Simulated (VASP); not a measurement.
Band structure of CuCl (zinc blende). Calculation: PBEsol GGA, VASP's PBE PAW potentials (set 64) (plane waves; VASP).

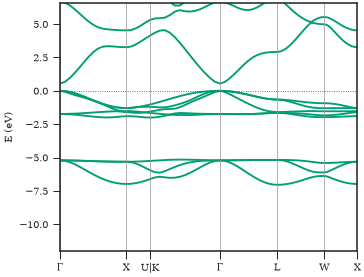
Bands along high-symmetry lines, zero at the valence-band maximum or, without a gap, the Fermi level

### Question
Read the plot: is there a gap, and where are the band edges?

### Answer
The gap is direct, 0.55 eV, from the valence maximum at Γ to the conduction minimum at Γ. (Edges off the drawn lines would not show.)

Measured: gap 3.39 eV at 2 K (computed value off by -2.84 eV), as given by arXiv:1206.3780.

The compound is CuCl in the zinc blende structure. It was relaxed first, which changed the volume by -6 %.
